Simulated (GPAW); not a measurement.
# Core-hole calculation of the Si K edge in SrSi (Cmcm), part 2 of 2

Aim: the near-edge shape at the Si K edge of SrSi (Cmcm), and what the core hole does to it.

GPAW 26.7.0; X-ray absorption from dipole matrix elements to empty bands, plane-wave PAW LDA.

So far. Step 2 (The field without a hole): The mesh shows no gap, so the system is treated as a metal and the core electron is put at the Fermi level (neutral cell). Step 3 (Spectrum without a core hole, Si atom 3): Main maxima below 24 eV (height): 7.7 eV (1.69) and 20.6 eV (1.00). A K edge sees empty p states on the absorber.

## (5) Spectrum with XCH, Si atom 3

The holes are 7.4 Å apart. In GPAW the data set carries the hole's charge, so charge=0 means a charged cell and charge=-1 a neutral one. The excited electron is kept in the cell, where it fills the lowest empty states and screens the hole. After the field has converged, empty bands are computed with the density fixed and the dipole matrix elements are summed.

File xas.py:

```python
import numpy as np
from ase import Atoms
from ase.parallel import parprint, paropen
from gpaw import GPAW, PW, FermiDirac, Mixer, MixerDif, setup_paths
from gpaw.test import gen
setup_paths.insert(0, '.')
gen('Si', name='fch1s', xcname='LDA', corehole=(1, 0, 1), write_xml=True)
from gpaw.mpi import world
world.barrier()

atoms = Atoms('Sr8Si8',
    cell=[[2.415, -5.665, 4.04],
     [2.415, 5.665, 4.04],
     [-4.83, 0, 8.08]],
    scaled_positions=[[0.1725, 0.4525, 0.8125],
     [0.4225, 0.7025, 0.0625],
     [0.6725, 0.9525, 0.3125],
     [0.9225, 0.2025, 0.5625],
     [0.5775, 0.2975, 0.9375],
     [0.8275, 0.5475, 0.1875],
     [0.0775, 0.7975, 0.4375],
     [0.3275, 0.0475, 0.6875],
     [0.8785, 0.7465, 0.8125],
     [0.1285, 0.9965, 0.0625],
     [0.3785, 0.2465, 0.3125],
     [0.6285, 0.4965, 0.5625],
     [0.8715, 0.0035, 0.9375],
     [0.1215, 0.2535, 0.1875],
     [0.3715, 0.5035, 0.4375],
     [0.6215, 0.7535, 0.6875]],
    pbc=True)
atoms.calc = calc = GPAW(legacy_gpaw=True, mode=PW(430), xc='LDA', setups={8: 'fch1s'},
    kpts={'size': (4, 4, 3), 'gamma': True}, occupations=FermiDirac(0.1),
    charge=-1, mixer=Mixer(0.1, 5, 50), maxiter=150,
    convergence={'density': 0.0001}, txt='scf.txt')
energy = atoms.get_potential_energy() + calc.get_reference_energy()
ef = calc.get_fermi_level()
out = dict(energy=energy, fermi=ef, forces=atoms.get_forces().tolist())
parprint(f'all-electron energy {energy:.4f} eV, Fermi level {ef:.4f} eV')
ev = np.array([[calc.get_eigenvalues(k, s) for k in range(len(calc.get_ibz_k_points()))] for s in range(calc.get_number_of_spins())])
out['homo'], out['lumo'], out['counts'] = ev[ev < ef].max(), ev[ev > ef].min(), sorted(set((ev < ef).sum((0, 2)).tolist()))
out['filled'] = (ev[:, 0] < ef).sum(1).tolist()

from ase.units import Ha
from gpaw.xas import dipole_matrix_elements
nb = int(calc.get_number_of_electrons() / 2) + 265
top, nb = nb, nb + 8 + nb // 12
nscf = calc.fixed_density(kpts={'size': (5, 5, 4), 'gamma': True}, nbands=nb,
    convergence={'bands': top, 'eigenstates': 1e-5}, maxiter=60, txt='nscf.txt')
cell = atoms.cell.array
ops = [cell.T @ U.T @ np.linalg.inv(cell.T) for U in nscf.wfs.kd.symmetry.op_scc]
E = np.arange(-6, 34, 0.1)
fwhm = np.interp(E, [4, 25], [0.9, 3.5])
Y, X, zero, highest = 0, 0, 1e9, 1e9
for spin in range(nscf.get_number_of_spins()):
    wfs = nscf.wfs
    A = dipole_matrix_elements(wfs.setups[8])
    eps = np.zeros((wfs.kd.nibzkpts, nb))
    d = np.zeros((3, A.shape[1], wfs.kd.nibzkpts, nb), complex)
    for kpt in wfs.kpt_u:
        if kpt.s == spin and 8 in kpt.P_ani:
            eps[kpt.k] = kpt.eps_n * Ha
            d[:, :, kpt.k] = (kpt.weight * wfs.nspins / 2) ** 0.5 * np.inner(A, kpt.P_ani[8])
    world.sum(eps)
    world.sum(d)
    T = np.einsum('amkn,bmkn->abkn', d, d.conj()).real
    T = sum(np.einsum('ai,ijkn,bj->abkn', R, T, R) for R in ops) / len(ops)
    empty = eps > ef
    zero, highest = min(zero, eps[empty].min()), min(highest, eps[:, top - 1].min())
    lines = [(eps, T, empty)] if spin == 0 else lines + [(eps, T, empty)]
for eps, T, empty in lines:
    f = np.einsum('aakn->akn', T).reshape(3, -1)
    x = eps.ravel() - zero
    w = np.interp(x, E, fwhm) / 2.35482
    g = np.exp(-0.5 * ((E[:, None] - x) / w) ** 2) / (w * (2 * np.pi) ** 0.5)
    Y = Y + (f * empty.ravel()) @ g.T
    X = X + (f * ~empty.ravel()) @ g.T
out.update(E=E.round(2).tolist(), xas=Y.tolist(), xes=X.tolist(), zero=zero, valid=highest - zero, nk=len(eps), nb=nb)
for i in range(0, len(E), 10):
    parprint(f'{E[i]:7.2f}', *(f'{v:10.3e}' for v in Y[:, i]))
import json
with paropen('out.json', 'w') as f:
    json.dump(out, f)
```

Run with:

```sh
$ OMP_NUM_THREADS=1 mpirun -n 4 gpaw python xas.py
```

Numbers of over 12 decimals in the logs are rounded to 6 here.

The log of the run:

```text
Input parameters:
  charge: -1
  convergence: {density: 0.0001}
  kpts: {gamma: True,
         size: (4, 4, 3)}
  maxiter: 150
  mixer: {backend: pulay,
          beta: 0.1,
          method: separate,
          nmaxold: 5,
          weight: 50}
  mode: {ecut: 430.0,
         name: pw}
  occupations: {fixmagmom: False,
                name: fermi-dirac,
                width: 0.1}
  setups: {8: fch1s}

Initialize ...

[... PAW data sets ...]

Reference energy: -752189.994496  # eV

Spin-paired calculation

[... convergence settings ...]
Symmetries present (total): 1
  [... symmetry matrices ...]

48 k-points: 4 x 4 x 3 Monkhorst-Pack grid + [1/8,1/8,0.000000]
26 k-points in the irreducible part of the Brillouin zone
       k-points in crystal coordinates                weights
   0:     0.00000000    0.00000000    0.00000000          1/48
   1:     0.00000000    0.00000000    0.33333333          2/48
   2:     0.00000000    0.25000000   -0.33333333          2/48
   3:     0.00000000    0.25000000    0.00000000          2/48
   4:     0.00000000    0.25000000    0.33333333          2/48
   5:     0.00000000    0.50000000    0.00000000          1/48
   6:     0.00000000    0.50000000    0.33333333          2/48
   7:     0.25000000   -0.25000000   -0.33333333          2/48
   8:     0.25000000   -0.25000000    0.00000000          2/48
   9:     0.25000000   -0.25000000    0.33333333          2/48
          ...
  25:     0.50000000    0.50000000    0.33333333          2/48

Wave functions: Plane wave expansion
  Cutoff energy: 430.000 eV
  Number of coefficients (min, max): 8922, 8987
  Pulay-stress correction: 0.000000 eV/Ang^3 (de/decut=0.000000)
  Using FFTW library
  Wavefunction extrapolation:
    Improved wavefunction reuse through dual PAW basis

Occupation numbers: Fermi-Dirac:
  width: 0.1000  # eV

Eigensolver
   Davidson(niter=2)

Densities:
  Coarse grid: 36*36*48 grid
  Fine grid: 72*72*96 grid
  Total Charge: 0.000000

Density mixing:
  Method: separate
  Backend: pulay
  Linear mixing parameter: 0.1
  old densities: 5
  Width of damping distribution: 1.1
  Damping of long wavelength oscillations: 50

[... Hamiltonian set-up ...]
Number of atoms: 16
Number of atomic orbitals: 72
Number of bands in calculation: 72
Number of valence electrons: 113
Bands to converge: occupied

... initialized

Initializing position-dependent things.

Density initialized from atomic densities
Creating initial wave functions:
  72 bands from LCAO basis set

                Si
                Si

         SrSr          Sr
                  Sr
       Si       Si
                Si       Si
              Sr
         Sr          SrSr

                Si
                Si

Atomic positions and initial magnetic moments

Positions:
   0 Sr    -2.415000    1.586200    9.090000    ( 0.0000,  0.0000,  0.0000)
   1 Sr     2.415000    1.586200    5.050000    ( 0.0000,  0.0000,  0.0000)
   2 Sr     2.415000    1.586200    9.090000    ( 0.0000,  0.0000,  0.0000)
   3 Sr     0.000000   -4.078800    9.090000    ( 0.0000,  0.0000,  0.0000)
   4 Sr    -2.415000   -1.586200   11.110000    ( 0.0000,  0.0000,  0.0000)
   5 Sr     2.415000   -1.586200    7.070000    ( 0.0000,  0.0000,  0.0000)
   6 Sr     0.000000    4.078800    7.070000    ( 0.0000,  0.0000,  0.0000)
[...]
13 Si     0.000000    0.747780    3.030000    ( 0.0000,  0.0000,  0.0000)
  14 Si     0.000000    0.747780    7.070000    ( 0.0000,  0.0000,  0.0000)
  15 Si     0.000000    0.747780   11.110000    ( 0.0000,  0.0000,  0.0000)

Unit cell:
           periodic     x           y           z      points  spacing
  1. axis:    yes    2.415000   -5.665000    4.040000    36     0.1859
  2. axis:    yes    2.415000    5.665000    4.040000    36     0.1859
  3. axis:    yes   -4.830000    0.000000    8.080000    48     0.1727

  Lengths:   7.365192   7.365192   9.413570
  Angles:   72.387329  72.387329 100.556769

Effective grid spacing dv^(1/3) = 0.1923

iter:   1   -90.859051
iter:   2   -85.047070   -0.93  -0.98
iter:   3   -82.736438   -1.35  -1.13
iter:   4   -82.318880   -1.90  -1.27
iter:   5   -82.262026   -2.53  -1.43
iter:   6   -82.267304   -2.68  -1.67
iter:   7   -82.250067c  -4.25  -2.24
iter:   8   -82.237996c  -3.43  -2.36
iter:   9   -82.236753c  -4.51  -2.67
iter:  10   -82.235347c  -4.49  -2.81
iter:  11   -82.235168c  -5.21  -3.07
iter:  12   -82.235093c  -5.53  -3.27
iter:  13   -82.235072c  -6.27  -3.45
iter:  14   -82.235076c  -6.72  -3.75
iter:  15   -82.235079c  -7.55c -3.94
iter:  16   -82.235076c  -7.30  -4.04c
iter:  17   -82.235076c  -8.23c -4.39c

Converged after 17 iterations.

Dipole moment: (0.044075, -0.058040, 0.080696) |e|*Ang

Energy contributions relative to reference atoms: (reference = -752189.994496)

Kinetic:        +51.184061
Potential:      -30.378335
External:        +0.000000
XC:            -100.839766
Entropy (-ST):   -0.253406
Local:           -2.074333
SIC:             +0.000000
--------------------------
Free energy:    -82.361779
Extrapolated:   -82.235076

Showing only first 2 kpts
 Kpt  Band  Eigenvalues  Occupancy
  0    54      4.83880    1.99985
  0    55      5.27065    1.98879
  0    56      6.16330    0.04603
  0    57      6.26893    0.01625

  1    54      4.91558    1.99968
  1    55      5.35689    1.97364
  1    56      6.20409    0.03085
[...]
Fermi level: 5.78846

No gap
No difference between direct/indirect transitions

Forces in eV/Ang:
  0 Sr   -0.00000   -0.02540   -0.00000
  1 Sr    0.05256   -0.09272   -0.00352
  2 Sr   -0.00000   -0.08409   -0.00000
  3 Sr   -0.05256   -0.09272    0.00352
  4 Sr    0.06997    0.07922    0.04739
  5 Sr    0.07194    0.08036   -0.09075
  6 Sr   -0.07194    0.08036    0.09075
[...]
13 Si    0.00819   -0.15061   -0.08282
 14 Si   -0.00819   -0.15061    0.08282
 15 Si   -0.00777   -0.20427    0.00666
Scalar-relativistic atomic LDA calculation for Si (Silicon, Z=14)
Core hole in 1s state (1s occupation: 1.0)
450 radial gridpoints.
|------------------------------------------------|
|------------------------------------------------|
[... the atom generator's iteration count ...]

Energy contributions:
-------------------------
Kinetic:     +220.780583
XC:           -16.024777
Potential:   -425.439960
-------------------------
Total:       -220.684154

state      eigenvalue         ekin         rmax
-----------------------------------------------
1s^1.0 :   -70.908741    95.421565        0.072
2s^2.0 :    -6.456485    14.802915        0.434
2p^6.0 :    -4.992185    14.606350        0.356
3s^2.0 :    -0.832237     2.282916        1.576
3p^2.0 :    -0.531202     1.774628        1.742
-----------------------------------------------
(units: Bohr and Hartree)

Generating PAW setup
Kinetic energy of the core from tauc = 213.098295270902
Cutoffs:
rc(s)=2.000
rc(p)=2.000
rc(d)=2.000
rc(vbar)=1.800
rc(comp)=2.000
rc(nct)=2.000

Kinetic energy of the core states: 212.665494
Charge: 1.0
Core electrons: 9.0
Valence electrons: 4.0
Pseudo-core charge: 0.076274
Shape function alpha=2.500
Pseudo-electron charge 4.459138
state    eigenvalue         norm
--------------------------------
3s(2) :    -0.832237     1.189334
*s    :     0.167763
3p(2) :    -0.531202     1.002098
*p    :     0.468798
*d    :     0.000000
--------------------------------

Diagonalizing with gridspacing h=0.050

state   all-electron     PAW
-------------------------------
3s:      -0.832237    -0.832487
3p:      -0.531202    -0.531501
*d:                   -0.147046
*f:                   -0.019078
-------------------------------
all-electron energy -752272.2296 eV, Fermi level 5.7885 eV
[...]
31.00  3.717e-06  3.748e-06  3.514e-06
  32.00  3.770e-06  3.719e-06  3.553e-06
  33.00  3.835e-06  3.682e-06  3.522e-06
```

It took 25 min on 4 MPI ranks of Arm Neoverse V2, shared host; peak memory 1.4 GiB.

The Si K spectrum, Si atom 3, excited-electron core hole (neutral cell) (energy from the lowest empty level; intensity scaled to a mean of 1 over the first 20 eV; polarised curves are means over the symmetry-equivalent atoms):

```
E (eV)  isotropic  ε ∥ x  ε ∥ y  ε ∥ z
  -2.0       0.00   0.00   0.00   0.00
  -0.5       0.09   0.04   0.08   0.13
   1.0       0.87   0.46   0.83   1.31
   2.5       1.18   0.75   1.26   1.55
   4.0       1.48   1.25   1.71   1.47
   5.5       1.77   2.22   1.71   1.38
   7.0       1.41   1.51   1.36   1.34
   8.5       0.96   1.05   0.89   0.95
  10.0       0.77   0.63   0.64   1.03
  11.5       0.75   0.58   0.74   0.92
  13.0       0.73   0.54   0.87   0.78
  14.5       0.76   0.55   0.79   0.93
  16.0       0.78   0.75   0.76   0.84
  17.5       0.83   0.89   0.88   0.73
  19.0       0.90   1.00   0.95   0.75
  20.5       0.90   1.01   0.86   0.84
  22.0       0.83   0.88   0.77   0.85
  23.5       0.77   0.78   0.73   0.81
  25.0       0.73   0.75   0.72   0.72
  26.5       0.70   0.76   0.72   0.63
  28.0       0.70   0.75   0.73   0.62
  29.5       0.69   0.72   0.72   0.64
```

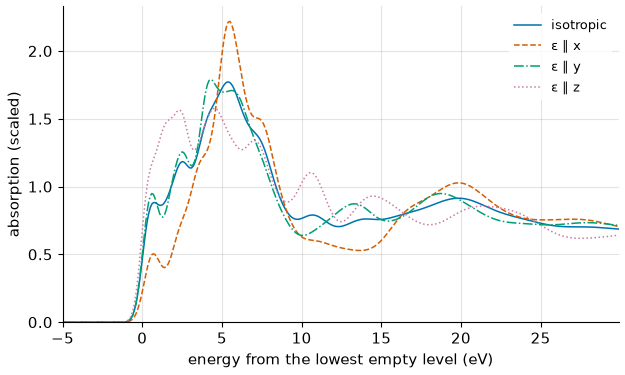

The Si K edge, Si atom 3, excited-electron core hole (neutral cell): main maxima at 2.5, 5.4 and 19.8 eV.

Main maxima below 24 eV (height): 2.5 eV (1.18), 5.4 eV (1.77) and 19.8 eV (0.91). 

The total-energy difference is 1842.87 eV. One term is added: -14.86 eV, since the hole is spin-paired here and a spin-polarised one costs that much less in the free atom (computed apart). The photon energy is then 1828.01 eV. The tabulated edge of the element is 1839 eV. The functional leaves an error in such absolute values: in the free atom LDA prices this hole 7.8 eV below PBE (computed apart), and PBE is itself good to a few eV.

## (6) With and without the hole

Both curves are counted from their own zero, so only the shift of weight within the empty states shows.

| E (eV) | no hole | XCH |
| --- | --- | --- |
| -2.0 | 0.00 | 0.00 |
| -1.0 | 0.00 | 0.00 |
| 0.0 | 0.27 | 0.46 |
| 1.0 | 0.63 | 0.87 |
| 2.0 | 0.68 | 1.06 |
| 3.0 | 0.86 | 1.14 |
| 4.0 | 0.96 | 1.48 |
| 5.0 | 1.19 | 1.72 |
| 6.0 | 1.50 | 1.65 |
| 7.0 | 1.62 | 1.41 |
| 8.0 | 1.67 | 1.15 |
| 9.0 | 1.30 | 0.83 |
| 10.0 | 1.03 | 0.77 |
| 11.0 | 0.95 | 0.78 |
| 12.0 | 0.89 | 0.71 |
| 13.0 | 0.84 | 0.73 |
| 14.0 | 0.84 | 0.76 |
| 15.0 | 0.82 | 0.76 |
| 16.0 | 0.85 | 0.78 |
| 17.0 | 0.86 | 0.82 |
| 18.0 | 0.87 | 0.85 |
| 19.0 | 0.93 | 0.90 |
| 20.0 | 0.98 | 0.91 |
| 21.0 | 0.99 | 0.88 |
| 22.0 | 0.96 | 0.83 |
| 23.0 | 0.92 | 0.79 |
| 24.0 | 0.89 | 0.76 |
| 25.0 | 0.86 | 0.73 |
| 26.0 | 0.82 | 0.71 |
| 27.0 | 0.79 | 0.70 |
| 28.0 | 0.78 | 0.70 |
| 29.0 | 0.76 | 0.70 |

With each curve scaled to its own mean, the area from −2 to 6 eV with the hole is 7.6 against 5.3, and the centre of weight from −1 to 20 eV moves by -0.8 eV: the hole pulls the absorber's empty states down.

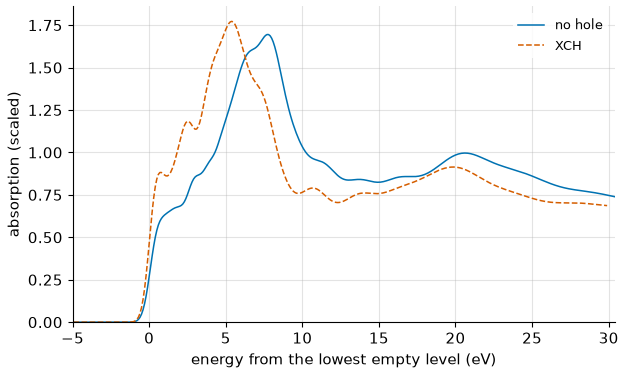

The Si K edge with and without the core hole, each from its own zero; the highest intensity below 16 eV lies at 5.4 eV with the hole.

## (7) Outcome

| Quantity | Value |
| --- | --- |
| absorber and edge | Si K, atom 3 of the ground-state input (counted from 1) |
| surroundings | 2 Si at 2.51 Å (bent, 107°, site symmetry m2m) |
| highest intensity below 16 eV | 5.4 eV above the zero, height 1.77 |
| photon energy of the zero, with the added terms | 1828.0 eV (raw 1842.9 eV; LDA puts this hole about 8 eV below PBE, itself good to a few eV) |

What this shows: The Si K edge of atom 3, with 2 Si at 2.51 Å (bent, 107°, site symmetry m2m), has its highest intensity of the first 16 eV at 5.4 eV above the zero, near 1833 eV in photon energy (LDA puts this hole about 8 eV below PBE, itself good to a few eV), 1.8 times the mean level of the first 20 eV (Gaussian full width 0.9 eV up to 4 eV, rising linearly to 3.5 eV at 25 eV). With each curve scaled to its own mean, the area from −2 to 6 eV with the hole is 7.6 against 5.3, and the centre of weight from −1 to 20 eV moves by -0.8 eV: the hole pulls the absorber's empty states down. At the Si K edge of atom 3 polarisation matters most near 1.5 eV, where the curves differ by 1.1 on this scale. The structure is a published determination, not relaxed.

[Banner, clock and machine lines of the logs are left out without a mark of their own.]

[Logs are printed without paths, hosts, clocks, repeated set-up lines and the standing remarks that a program may print on its own settings, such as how far it seeks lower states.]

[Hosts, paths, dates, database ids (printed as entryN), source tags and the programs' standing remarks are cut or masked in the printed files.]

[Lists of maxima count a maximum above −3 eV only where it reaches 4 % of the highest in the window and stands out from its surroundings by 2 % of it (1.5 % where it reaches 55 %); shoulders and weaker maxima are passed over, and of the rest the first, up to two pre-edge ones and the few strongest are named.]
